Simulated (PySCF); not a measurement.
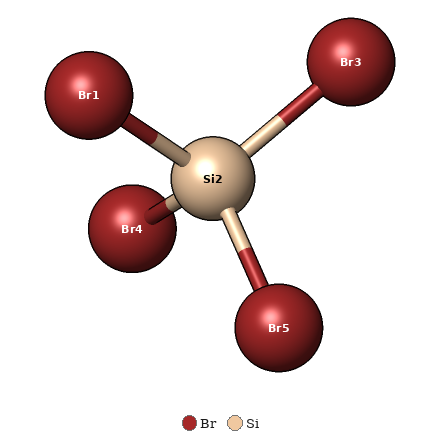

SiBr₄, SMILES Br[Si](Br)(Br)Br. Vertical core-electron binding energies by ΔSCF (SCAN, pcX-1 on the ionised atom, pcseg-1 elsewhere, spin-free X2C; PySCF 2.14.0, at a PBE0-D3(BJ)/def2-SVP geometry (no frequency check)), gas phase, against the vacuum level. One atom of each kind was ionised; within a panel, areas follow the number of like atoms and 2j + 1 (2p levels are split by first-order spin-orbit coupling, an approximation), each panel is scaled alone, Gaussians of 0.8 eV full width. Only the regions named are shown. Lines closer than the width merge in the curve.

Question: Predict the Si 2p and Si 1s photoelectron lines.

Answer:
| level | atoms | binding energy (eV) |
| --- | --- | --- |
| Si 2p1/2 | Si2 | 110.7 |
| Si 2p3/2 | Si2 | 110.0 |
| Si 1s | Si2 | 1850.1 |

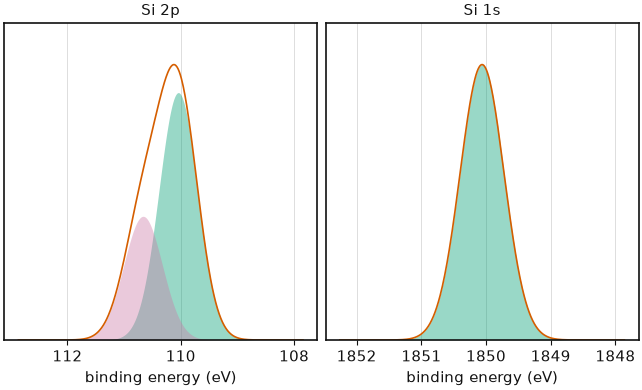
